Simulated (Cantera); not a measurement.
Input: 1 mol BF3, 2.1 mol O2, equilibrated at 0.0210 bar.

Method: chemical equilibrium by Gibbs-energy minimisation in Cantera with the NASA 1993 tables (ideal gas, pure condensed phases). Candidate condensed phases: B, B2O3; 21 gas species. The tables' values for BF2 are old estimates; treat these amounts as uncertain. Rates play no part.

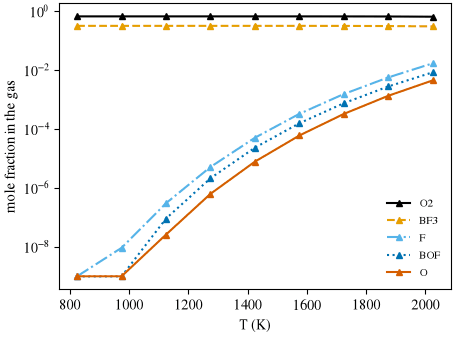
Fig. 1. Equilibrium gas composition (values under 1e-9 drawn at 1e-9)

From 825 K to 2025 K nothing is condensed. The main B-bearing gas is BF3 throughout.
